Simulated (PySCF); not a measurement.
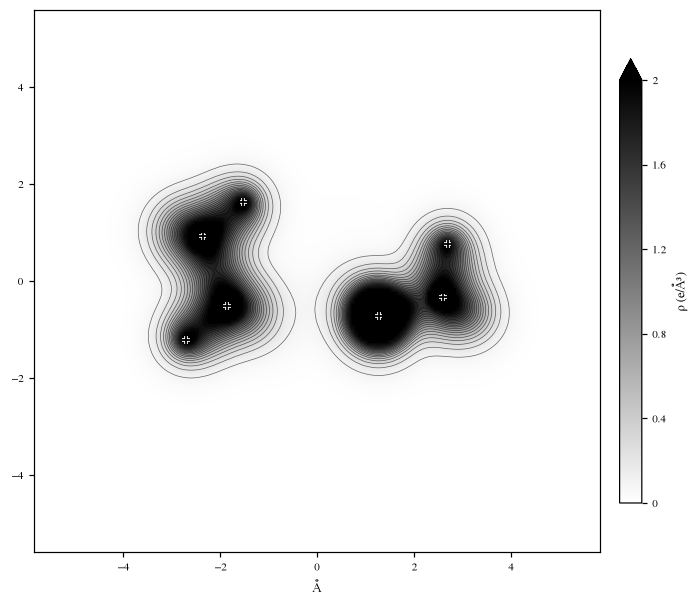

The total electron density on a plane through atoms (crosses mark nuclei in the plane).

Level of theory: PBE0/def2-SVPD, SCF density, gas phase (PySCF 2.14.0).

Candidates:
A. C3H3N2 (SMILES c1c[n-]cn1) (charge −1)
B. C8H20Si3 (SMILES CCC1(C2CC2)[SiH2]C[SiH2]C[SiH2]1)
C. C8H20O4Si (SMILES CCO[Si](OCC)(OCC)OCC)

Q: Which candidate gave the map?

A: Candidate C: C8H20O4Si on the plane of atoms C2, C1 and H16, which holds C, O and H. C–O (1.41 Å): ρ at the midpoint is about 2 e/Å³, with its minimum of 1.7 e/Å³ about 0.5 Å from C. C–C (1.51 Å): ρ at the midpoint is about 1.7 e/Å³.
